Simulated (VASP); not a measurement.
Band structure of ZnS (wurtzite). Method: PBEsol GGA with spin-orbit coupling, VASP's PBE PAW potentials (set 64) (plane waves; VASP).

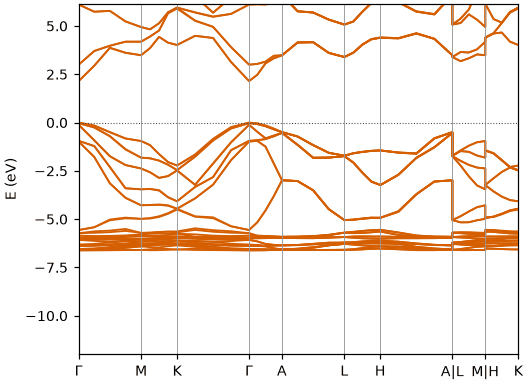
Bands along high-symmetry lines, zero at the valence-band maximum or, without a gap, the Fermi level

Read the plot: is there a gap, and where are the band edges?

The gap is direct, 2.15 eV, from the valence maximum at Γ to the conduction minimum at Γ.

Measured: gap 3.91 eV (computed value off by -1.76 eV), as given by Mehmet Aras et al., The Journal of Chemical Physics (2014), arXiv:1312.4272.

The compound is ZnS in the wurtzite structure, the high-temperature form. It was relaxed first.
